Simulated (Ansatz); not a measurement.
# SiH (quartet): the correlation ladder at distance Si1–H2 = 1.500 Å, cc-pVQZ

How much of the correlation energy of SiH (quartet) does each wave-function method recover here?

Method: cc-pVQZ, core rule «outside noble gas», up to 5 orbitals frozen; program: Ansatz 0.2.0, Gaussian basis.

The runs, in order: UHF; CCSD(T) on ROHF; CCSD(T) on UHF; BCCD(T) on ROHF; CCSDT(Q) on ROHF; CCSDT(Q) on UHF; CASSCF and MRCISD+Q, 5 electrons in 5 orbitals; CASSCF and NEVPT2, 5 electrons in 5 orbitals.

10 further runs of the same task are left out: 10 that didn't finish. Runs told in other sessions of the task aren't counted.

## 1. What is computed

The geometry derives from a PBE0/def2-TZVP stationary point (not a proven minimum). One bond is set to the value named and the two fragments are kept rigid.

2 atoms, charge 0, spin multiplicity 4.

Atoms are counted from 1 here; the program's logs count them from 0.

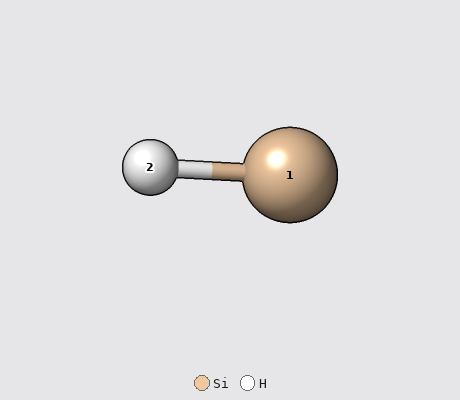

The geometry (silicon light orange, hydrogen white); atoms are numbered from 1 in the order of the file.

Geometry (Å):

```xyz
2
HSi
Si    0.0000    0.0000    0.0000
H     0.0000    0.0000    1.4995
```

In the tables R marks a restricted open-shell determinant and U an unrestricted one; 'valence' is the active space of 5 electrons in 5 orbitals; energies count from the table's Hartree-Fock row.

## 2. UHF

The input, in.yaml:

```yaml
crystal:
  periodic: [false, false, false]
  atoms:
    - {symbol: Si, position_ang: [0.000000, 0.000000, 0.000000]}
    - {symbol: H, position_ang: [0.000000, 0.000000, 1.499536]}
basis:
  gaussian: {orbitals: cc-pVQZ}
magnetization: {spin_polarized: true, initial_magnetization: 3}
hamiltonian: {xc: hf}
output: {orbitals: {seedname: orbitals}}
```

On the command line:

```sh
> ansatz run in.yaml --threads 1 --pin off --events-out ev --progress --plain --max-ram 4096MiB --backend cpu
```

Standard output:

```text
Functional definition: HF
  name "HF"
  cite "Fock, Z. Phys. 61, 126 (1930) doi:10.1007/BF01340294"
  parent pbe
  exchange = exact_x
  correlation = 0
444 factors; their error is unknown
mean field evaluation 1: about -7874.1976 eV, gradient 5.7e0 eV
mean field evaluation 2: about -7874.6496 eV, gradient 2.6e0 eV
mean field evaluation 4: about -7874.8871 eV, gradient 5.6e-1 eV
mean field evaluation 8: about -7874.9020 eV, gradient 1.1e-1 eV
mean field evaluation 16: about -7875.1420 eV, gradient 2.0e-5 eV
mean field -7875.14202482 eV, -289.4061314493 hartree, gradient 2.0e-5 eV, S^2 3.752646; 0 other end points of the search recorded, 0 dependent functions left out
reference -7875.14202482 eV, -289.4061314493 hartree; 9, 6 occupied and 80, 83 virtual orbitals, 444 factors
Total energy: -7875.14202482 eV, -289.4061314493 hartree
```

Wall time 0.36 s (1 thread of AMD EPYC 7R13, shared host).

From the report: ⟨S²⟩ of the determinant 3.753 (pure quartet: 3.75).

## 3. CCSD(T) on ROHF

The input, in.yaml:

```yaml
crystal:
  periodic: [false, false, false]
  atoms:
    - {symbol: Si, position_ang: [0.000000, 0.000000, 0.000000]}
    - {symbol: H, position_ang: [0.000000, 0.000000, 1.499536]}
basis:
  gaussian: {orbitals: cc-pVQZ}
magnetization: {spin_polarized: false, initial_magnetization: 3}
correlation: {method: ccsd_t, electrons: outside_noble_gas}
output: {forces: true}
```

The command is unchanged.

Standard output (excerpt; [...] marks lines left out):

```text
Functional definition: HF
  name "HF"
  cite "Fock, Z. Phys. 61, 126 (1930) doi:10.1007/BF01340294"
  parent pbe
[...]
525 factors; integrals over basis functions are off by at most 1.3e-3 eV
[...]
mean field -7875.11274160 eV, -289.4050553106 hartree, gradient 3.3e-6 eV, S^2 3.750000; 0 other end points of the search recorded, 0 dependent functions left out
5 core orbitals not correlated: weight in the atoms' cores, before any rotation towards them, 1.000 or more for the frozen orbitals, at most 0.000 for the correlated occupied ones
reference -7875.11274160 eV, -289.4050553106 hartree; 4, 1 occupied and 80, 83 virtual orbitals, 525 factors
second order -1.79417540 eV of doubles, -0.01726850 eV of singles
cycle   1  -2.10236996 eV  change   -2.9e-1 eV  update   5.5e-2
[...]
cycle  11  -2.28463752 eV  change    8.7e-7 eV  update   1.7e-6
perturbative correction -0.08942173 eV, -0.0032861879 hartree
[...]
Total energy: -7877.48680084 eV, -289.4923003787 hartree
Atom 0 at     0.000000     0.000000     0.000000 Å, force    -0.000000    -0.000000     0.040871 eV/Å
Atom 1 at     0.000000     0.000000     1.499536 Å, force    -0.000000     0.000000    -0.040871 eV/Å
Dipole moment:    -0.000000     0.000000    -0.003714 e Å
```

Wall time 14 s (1 thread of AMD EPYC 7R13, shared host); peak memory 0.65 GiB.

From the report: correlation -2.3741 eV; T1 0.037; largest double amplitude 0.06.

## 4. CCSD(T) on UHF

in.yaml: that of step 3 with these lines changed.

```diff
@@ -7,3 +7,3 @@
   gaussian: {orbitals: cc-pVQZ}
-magnetization: {spin_polarized: false, initial_magnetization: 3}
+magnetization: {spin_polarized: true, initial_magnetization: 3}
 correlation: {method: ccsd_t, electrons: outside_noble_gas}
```

The command is unchanged.

Standard output (excerpt; [...] marks lines left out):

```text
Functional definition: HF
  name "HF"
  cite "Fock, Z. Phys. 61, 126 (1930) doi:10.1007/BF01340294"
  parent pbe
[...]
525 factors; integrals over basis functions are off by at most 1.3e-3 eV
[...]
mean field -7875.14224768 eV, -289.4061396390 hartree, gradient 1.4e-6 eV, S^2 3.752646; 0 other end points of the search recorded, 0 dependent functions left out
5 core orbitals not correlated: weight in the atoms' cores, before any rotation towards them, 1.000 or more for the frozen orbitals, at most 0.000 for the correlated occupied ones
reference -7875.14224768 eV, -289.4061396390 hartree; 4, 1 occupied and 80, 83 virtual orbitals, 525 factors
second order -1.78661732 eV of doubles, -0.00000000 eV of singles
cycle   1  -2.07755676 eV  change   -2.9e-1 eV  update   5.4e-2
[...]
cycle  11  -2.25734311 eV  change    6.6e-7 eV  update   1.8e-6
perturbative correction -0.08882131 eV, -0.0032641228 hartree
[...]
Total energy: -7877.48841209 eV, -289.4923595909 hartree
Atom 0 at     0.000000     0.000000     0.000000 Å, force    -0.000000    -0.000000     0.040638 eV/Å
Atom 1 at     0.000000     0.000000     1.499536 Å, force     0.000000     0.000000    -0.040638 eV/Å
Dipole moment:    -0.000000     0.000000    -0.003800 e Å
```

Run time: 12 s. Hardware: 1 thread of AMD EPYC 7R13, shared host; peak memory 0.65 GiB.

From the report: ⟨S²⟩ of the determinant 3.753 (pure quartet: 3.75); correlation -2.3462 eV; T1 0.034; largest double amplitude 0.06.

## 5. BCCD(T) on ROHF

The input, in.yaml:

```yaml
crystal:
  periodic: [false, false, false]
  atoms:
    - {symbol: Si, position_ang: [0.000000, 0.000000, 0.000000]}
    - {symbol: H, position_ang: [0.000000, 0.000000, 1.499536]}
basis:
  gaussian: {orbitals: cc-pVQZ}
magnetization: {spin_polarized: false, initial_magnetization: 3}
correlation: {method: bccd_t, electrons: outside_noble_gas}
```

On the command line:

```sh
> ansatz run in.yaml --threads 2 --pin off --events-out ev --progress --plain --max-ram 24576MiB --backend cuda --devices 0, --max-vram 18GiB
```

Standard output (excerpt; [...] marks lines left out):

```text
Functional definition: HF
  name "HF"
  cite "Fock, Z. Phys. 61, 126 (1930) doi:10.1007/BF01340294"
  parent pbe
[...]
525 factors; integrals over basis functions are off by at most 1.3e-3 eV
[...]
mean field -7875.11274160 eV, -289.4050553106 hartree, gradient 3.4e-6 eV, S^2 3.750000; 0 other end points of the search recorded, 0 dependent functions left out
5 core orbitals not correlated: weight in the atoms' cores, before any rotation towards them, 1.000 or more for the frozen orbitals, at most 0.000 for the correlated occupied ones
reference -7875.11274160 eV, -289.4050553106 hartree; 4, 1 occupied and 80, 83 virtual orbitals, 525 factors
second order -1.79417540 eV of doubles, -0.01726850 eV of singles
cycle   1  -2.11806997 eV  change   -3.1e-1 eV  update   5.5e-2
[...]
cycle  11  -2.28037819 eV  change    2.7e-6 eV  update   2.3e-6
perturbative correction -0.09407802 eV, -0.0034573034 hartree
Total energy: -7877.48719781 eV, -289.4923149669 hartree
```

Wall time 6 s (1 × H100 (card shared with other runs) with 2 threads of AMD EPYC 7R13, shared host); peak host memory 0.86 GiB.

From the report: correlation -2.3745 eV; largest double amplitude 0.05.

## 6. CCSDT(Q) on ROHF

in.yaml: that of step 5 with these lines changed.

```diff
@@ -8,2 +8,2 @@
 magnetization: {spin_polarized: false, initial_magnetization: 3}
-correlation: {method: bccd_t, electrons: outside_noble_gas}
+correlation: {method: ccsdt_q, electrons: outside_noble_gas}
```

Launched as before.

Standard output (excerpt; [...] marks lines left out):

```text
Functional definition: HF
  name "HF"
  cite "Fock, Z. Phys. 61, 126 (1930) doi:10.1007/BF01340294"
  parent pbe
[...]
1008 factors; integrals over basis functions are off by at most 1.9e-7 eV
[...]
mean field -7875.11274678 eV, -289.4050555008 hartree, gradient 3.7e-6 eV, S^2 3.750000; 0 other end points of the search recorded, 0 dependent functions left out
5 core orbitals not correlated: weight in the atoms' cores, before any rotation towards them, 1.000 or more for the frozen orbitals, at most 0.000 for the correlated occupied ones
reference -7875.11274678 eV, -289.4050555008 hartree; 4, 1 occupied and 80, 83 virtual orbitals, 1008 factors
second order -1.79417905 eV of doubles, -0.01726854 eV of singles
cycle   1  -2.10236744 eV  change   -2.9e-1 eV  update   6.0e-2
[...]
cycle  15  -2.39654597 eV  change    1.9e-7 eV  update   1.4e-7
perturbative correction -0.00222008 eV, -0.0000815864 hartree
Total energy: -7877.51151283 eV, -289.4932085273 hartree
```

Wall time 7 s (1 × H100 (card shared with other runs) with 2 threads of AMD EPYC 7R13, shared host); peak host memory 0.88 GiB.

From the report: correlation -2.3988 eV; T1 0.040; largest double amplitude 0.06.

## 7. CCSDT(Q) on UHF

in.yaml: that of step 6 with these lines changed.

```diff
@@ -7,3 +7,3 @@
   gaussian: {orbitals: cc-pVQZ}
-magnetization: {spin_polarized: false, initial_magnetization: 3}
+magnetization: {spin_polarized: true, initial_magnetization: 3}
 correlation: {method: ccsdt_q, electrons: outside_noble_gas}
```

Same command.

Standard output (excerpt; [...] marks lines left out):

```text
Functional definition: HF
  name "HF"
  cite "Fock, Z. Phys. 61, 126 (1930) doi:10.1007/BF01340294"
  parent pbe
[...]
1008 factors; integrals over basis functions are off by at most 1.9e-7 eV
[...]
mean field -7875.14225289 eV, -289.4061398307 hartree, gradient 1.4e-6 eV, S^2 3.752646; 0 other end points of the search recorded, 0 dependent functions left out
5 core orbitals not correlated: weight in the atoms' cores, before any rotation towards them, 1.000 or more for the frozen orbitals, at most 0.000 for the correlated occupied ones
reference -7875.14225289 eV, -289.4061398307 hartree; 4, 1 occupied and 80, 83 virtual orbitals, 1008 factors
second order -1.78662099 eV of doubles, -0.00000000 eV of singles
cycle   1  -2.07755424 eV  change   -2.9e-1 eV  update   5.9e-2
[...]
cycle  15  -2.36872516 eV  change    1.8e-7 eV  update   1.2e-7
perturbative correction -0.00240611 eV, -0.0000884231 hartree
Total energy: -7877.51338417 eV, -289.4932772978 hartree
```

Wall time 7 s (1 × H100 (card shared with other runs) with 2 threads of AMD EPYC 7R13, shared host); peak host memory 0.88 GiB.

From the report: ⟨S²⟩ of the determinant 3.753 (pure quartet: 3.75); correlation -2.3711 eV; T1 0.036; largest double amplitude 0.06.

## 8. CASSCF and MRCISD+Q, 5 electrons in 5 orbitals

The input, in.yaml:

```yaml
crystal:
  periodic: [false, false, false]
  atoms:
    - {symbol: Si, position_ang: [0.000000, 0.000000, 0.000000]}
    - {symbol: H, position_ang: [0.000000, 0.000000, 1.499536]}
basis:
  gaussian: {orbitals: cc-pVQZ}
magnetization: {spin_polarized: false, initial_magnetization: 3}
correlation: {method: fic_mrcisd_q, electrons: outside_noble_gas, active_space: {window: {electrons: 5, orbitals: 5}, shells: [{species: H, l: s, shell: 1}, {species: Si, l: s, shell: 3}, {species: Si, l: p, shell: 3}]}}
```

Launched as before.

Standard output (excerpt; [...] marks lines left out):

```text
Functional definition: HF
  name "HF"
  cite "Fock, Z. Phys. 61, 126 (1930) doi:10.1007/BF01340294"
  parent pbe
[...]
1008 factors; integrals over basis functions are off by at most 1.9e-7 eV
[...]
mean field -7875.11274678 eV, -289.4050555008 hartree, gradient 3.7e-6 eV, S^2 3.750000; 0 other end points of the search recorded, 0 dependent functions left out
reference -7875.11274678 eV, -289.4050555008 hartree; 9, 6 occupied and 80, 83 virtual orbitals, 1008 factors
state -7875.58102564 eV, -289.4222644316 hartree
contracted CI cycle   1: correlation 0.00000000 eV, 0.0000000000 hartree, residual 1.04e1 eV
contracted CI cycle   2: correlation -1.69125615 eV, -0.0621525171 hartree, residual 2.61e0 eV
contracted CI cycle   3: correlation -1.78690676 eV, -0.0656676122 hartree, residual 6.36e-1 eV
contracted CI cycle   4: correlation -1.79283379 eV, -0.0658854265 hartree, residual 2.04e-1 eV
contracted CI cycle   5: correlation -1.79336247 eV, -0.0659048550 hartree, residual 5.90e-2 eV
contracted CI cycle   6: correlation -1.79340657 eV, -0.0659064757 hartree, residual 1.57e-2 eV
contracted CI cycle   7: correlation -1.79340957 eV, -0.0659065862 hartree, residual 4.06e-3 eV
contracted CI cycle   8: correlation -1.79340977 eV, -0.0659065934 hartree, residual 1.05e-3 eV
state -7875.58102564 eV, -289.4222644316 hartree; corrected -7877.45801895 eV, -289.4912426635 hartree
Total energy: -7877.45801895 eV, -289.4912426635 hartree
Checks for a lower state left out: starts, orbital_swaps
```

Run time: 2.7 s. Hardware: 1 × H100 (card shared with other runs) with 2 threads of AMD EPYC 7R13, shared host; peak host memory 0.79 GiB.

From the report: 11 determinants; active occupations 1.97, 1.00, 1.00, 1.00, 0.02.

## 9. CASSCF and NEVPT2, 5 electrons in 5 orbitals

The input, in.yaml:

```yaml
crystal:
  periodic: [false, false, false]
  atoms:
    - {symbol: Si, position_ang: [0.000000, 0.000000, 0.000000]}
    - {symbol: H, position_ang: [0.000000, 0.000000, 1.499536]}
basis:
  gaussian: {orbitals: cc-pVQZ}
magnetization: {spin_polarized: false, initial_magnetization: 3}
correlation: {method: sc_nevpt2, electrons: outside_noble_gas, active_space: {window: {electrons: 5, orbitals: 5}, shells: [{species: H, l: s, shell: 1}, {species: Si, l: s, shell: 3}, {species: Si, l: p, shell: 3}]}}
```

On the command line:

```sh
> ansatz run in.yaml --threads 1 --pin off --events-out ev --progress --plain --max-ram 4096MiB --backend cpu
```

Standard output:

```text
Functional definition: HF
  name "HF"
  cite "Fock, Z. Phys. 61, 126 (1930) doi:10.1007/BF01340294"
  parent pbe
  exchange = exact_x
  correlation = 0
1008 factors; integrals over basis functions are off by at most 1.9e-7 eV
mean field evaluation 1: about -7874.1159 eV, gradient 6.7e0 eV
mean field evaluation 2: about -7874.1165 eV, gradient 6.7e0 eV
mean field evaluation 4: about -7875.0203 eV, gradient 1.5e0 eV
mean field evaluation 8: about -7875.1127 eV, gradient 1.0e-1 eV
mean field -7875.11274678 eV, -289.4050555008 hartree, gradient 3.6e-6 eV, S^2 3.750000; 0 other end points of the search recorded, 0 dependent functions left out
reference -7875.11274678 eV, -289.4050555008 hartree; 9, 6 occupied and 80, 83 virtual orbitals, 1008 factors
state -7875.58102564 eV, -289.4222644316 hartree
state -7875.58102564 eV, -289.4222644316 hartree; corrected -7876.93011379 eV, -289.4718425068 hartree
Total energy: -7876.93011379 eV, -289.4718425068 hartree
Checks for a lower state left out: starts, orbital_swaps
```

It took 1.9 s on 1 thread of AMD EPYC 7R13, shared host.

From the report: 11 determinants; active occupations 1.97, 1.00, 1.00, 1.00, 0.02.

## 10. How many determinants matter

Natural occupations of the CASSCF valence state about the gap (report; correlated orbitals 1 to 5): 1.974, 1.002, 1.000, 1.000, 0.024. The count of effectively unpaired electrons, Σ n²(2 − n)², is 3.00; a single determinant of this spin has 3.

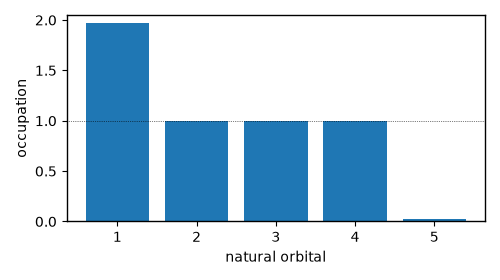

Natural occupations of the CASSCF valence state.

## 11. The ladder

The yardstick is UCCSDT(Q), where the cluster series has nearly closed. Rows without a time are mean-field rows or come out of runs for another level: lower rungs of the coupled-cluster runs, CASSCF and MRCISD of the multireference runs, or the Hartree-Fock search. The times of RCCSD(T), UCCSD(T) include forces.

Differences are taken before rounding.

```csv
method,energy from the lowest ROHF (meV),from UCCSDT(Q) (meV),time
ROHF,0.0,+2400.6,
UHF,-29.5,+2371.1,
RMP2,-1811.4,+589.2,
UMP2,-1816.1,+584.5,
RCCSD,-2284.6,+116.0,
UCCSD,-2286.8,+113.8,
RCCSD(T),-2374.1,+26.6,14 s
UCCSD(T),-2375.7,+25.0,12 s
BCCD(T),-2374.5,+26.2,6 s (GPU)
RCCSDT,-2396.6,+4.1,
UCCSDT,-2398.2,+2.4,
RCCSDT(Q),-2398.8,+1.9,7 s (GPU)
UCCSDT(Q),-2400.6,0,7 s (GPU)
CASSCF valence,-468.3,+1932.4,
NEVPT2 valence,-1817.4,+583.3,1.9 s
MRCISD valence,-2261.7,+138.9,
MRCISD+Q valence,-2345.3,+55.4,2.7 s (GPU)
```

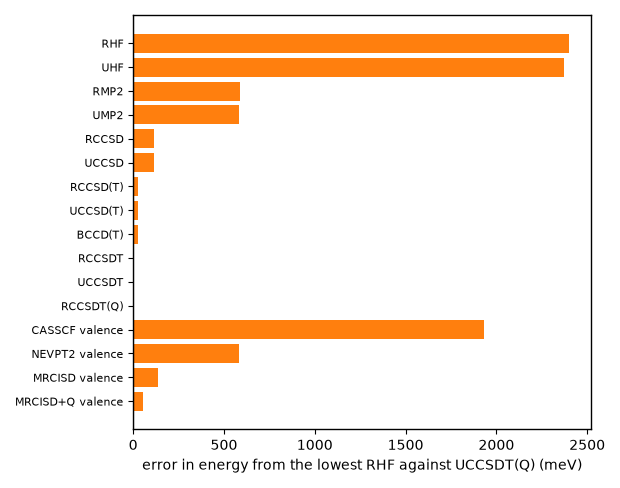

Error of each method against UCCSDT(Q).

Some runs used a GPU and others CPU threads alone; cost is compared among the CPU runs only.

## 12. Outcome

| quantity | value |
| --- | --- |
| UCCSDT(Q) from the ROHF energy | -2.4006 eV |
| RMP2 from UCCSDT(Q) | +589.2 meV |
| UMP2 from UCCSDT(Q) | +584.5 meV |
| RCCSD from UCCSDT(Q) | +116.0 meV |
| RCCSD(T) from UCCSDT(Q) | +26.6 meV |
| UCCSD(T) from UCCSDT(Q) | +25.0 meV |
| RCCSDT(Q) from UCCSDT(Q) | +1.9 meV |
| NEVPT2 valence from UCCSDT(Q) | +583.3 meV |
| MRCISD+Q valence from UCCSDT(Q) | +55.4 meV |
| levels within 1 kcal/mol (43 meV) | RCCSD(T), UCCSD(T), BCCD(T), RCCSDT, UCCSDT, RCCSDT(Q) |
| T1 diagnostic | 0.037 |
| effectively unpaired electrons | 3.00 |

RCCSD(T) lands +26.6 meV from the yardstick (1.1 % of the correlation energy). One determinant dominates. Of the multireference levels listed MRCISD+Q valence comes nearest in total energy (+55.4 meV), which doesn't show that its space is the better one. These misses are within one basis, not against nature; the frozen cores of restricted and unrestricted runs differ, which can shift their rows.
